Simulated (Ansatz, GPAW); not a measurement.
Identify the compound from its spectrum

Method: GPAW, LDA, RPA, without spin-orbit coupling, line width 0.1 eV (Lorentzian); metals get a typed carrier damping. The response is along the first axis of the cell.

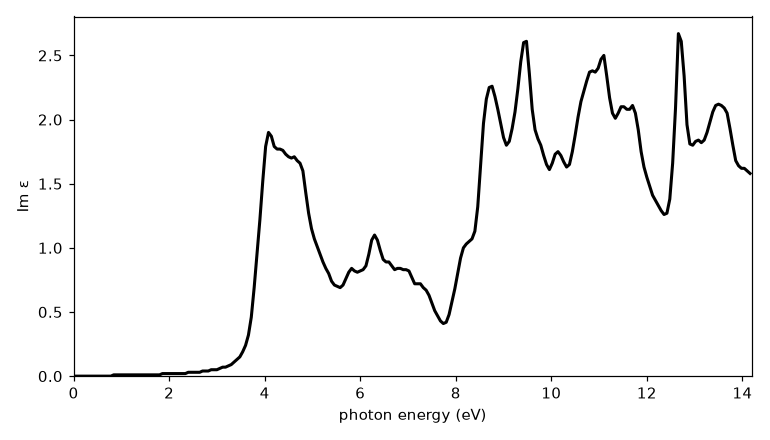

**Question.** To which candidate does it belong?
A. CSeO (R3m)
B. SiC (P6_3mc)
C. MgO (Fm-3m)

**Answer.** A. CSeO (R3m): ε∞ = 2.59 along the first axis, strongest peak along the first axis at 12.69 eV. The others: MgO (Fm-3m), ε∞ = 3.11 along the first axis, strongest peak along the first axis at 11.05 eV; SiC (P6_3mc), ε∞ = 6.66 along the first axis, strongest peak along the first axis at 6.18 eV.

Note: cells built here by substitution need not match a known phase.
